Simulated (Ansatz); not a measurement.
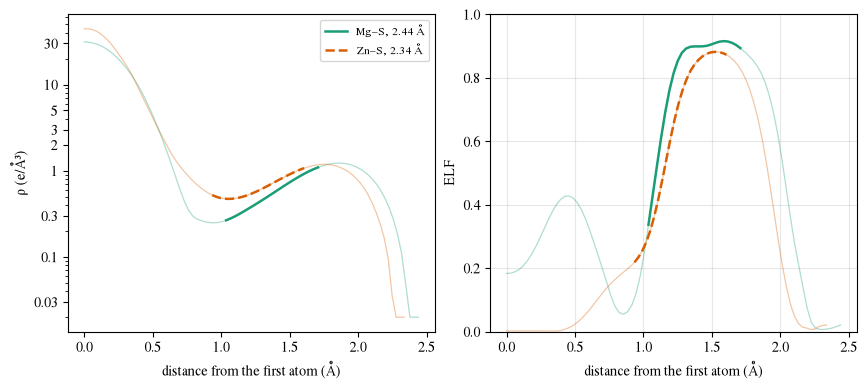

Mg3ZnS4. Valence electron density and electron localisation function along straight lines between neighbouring atoms. Thin, pale parts lie inside the atomic spheres.

Space group I-42m; a structure from a database of computed crystals, not necessarily the ambient phase; started from the Li3SbS4-121 prototype, which need not be the ambient phase; changed on purpose from its base cell (shaken).

These are results of DFT, PBEsol, plane waves, PAW (Ansatz 0.2.0), not measurements.

The density is the valence pseudo-density of a PAW calculation; it isn't the true density close to the nuclei.

Q: Compare the contacts.

A: Mg–S (2.44 Å): ρ is about 0.38 e/Å³ halfway; the ELF peaks at about 0.90 in the valence shell of S, 0.9 Å from its nucleus, and falls to about 0.05 next to Mg; a largely ionic contact.
Zn–S (2.34 Å): ρ is about 0.51 e/Å³ halfway; the ELF peaks at about 0.90 in the valence shell of S, 0.8 Å from its nucleus, and is about 0.55 at the midpoint.
